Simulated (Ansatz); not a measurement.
Take ZnSe in the zinc blende structure (space group F-43m, No. 216; a = 5.6337 Å) as the base. Axes: x, y, z lie along the cube axes.

Now apply this change: uniaxial strain ε_yy = +3.50 %, all other strain components held at zero, atoms relaxed at fixed cell.

Level of theory: DFT with PBEsol, PAW potentials and a 420 eV plane-wave cutoff in Ansatz (a program for electronic structure), without spin-orbit coupling, earlier PAW set.

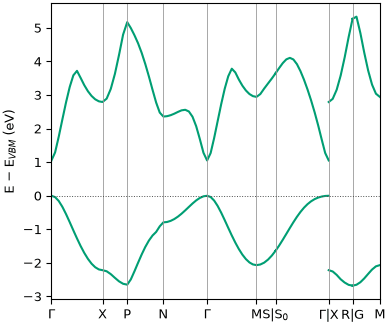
Figure. Highest valence and lowest conduction band along the path of the changed cell's own zone

From the figure, how large is the changed gap, and is it direct?

About 1.1 eV, direct at Γ.

Stability against distortions was not tested. k-point labels follow each cell's own Brillouin zone.
